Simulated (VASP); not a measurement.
Band structure of F (relaxed from the simple-cubic structure, space group Pm-3m). Method: PBEsol GGA, VASP's PBE PAW potentials (set 64) (plane waves; VASP).

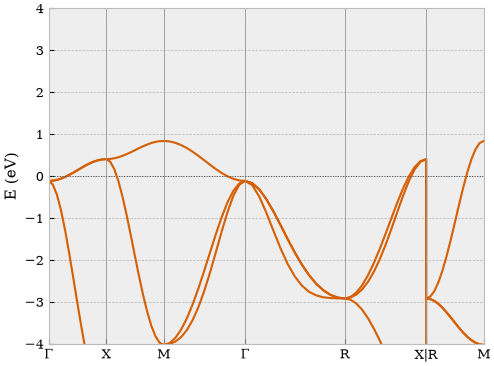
*Bands along high-symmetry lines, zero at the valence-band maximum or, without a gap, the Fermi level*

Read the plot: is there a gap, and where are the band edges?

It has no gap at this level: it comes out as a metal or semimetal. (Edges off the drawn lines would not show.)

The structure was generated: F was put into the simple-cubic type (Pm-3m), which need not be its known phase. It was relaxed first, which changed the volume by -15 %.
